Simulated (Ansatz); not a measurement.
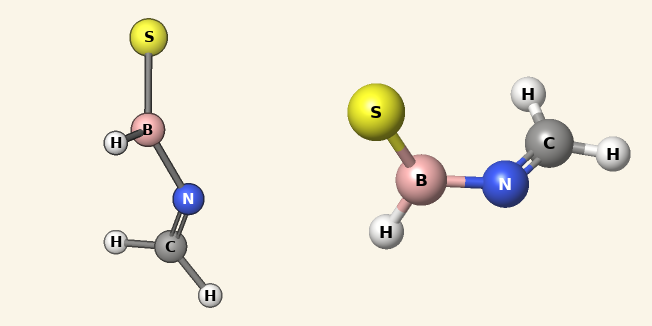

The same structure drawn twice, from different directions.

State: charge −1, singlet. The computed structure is the end point of a PBE0-D4/def2-TZVPD optimisation. No frequency run is at hand to confirm it as a minimum.

What is the molecular formula?

Answer. CH₃BNS⁻, 7 atoms: 1 carbon, 3 hydrogen, 1 boron, 1 nitrogen and 1 sulfur.

How many sets of symmetry-equivalent atoms are there?

Answer. 7: 1 C, 1 N, 1 B, 1 S, 1 H, 1 H, 1 H.

Describe its rings.

Answer. It has no ring.

Name some functional groups or characteristic bonds that it holds.

Answer. Among them: imine, B–H bond.
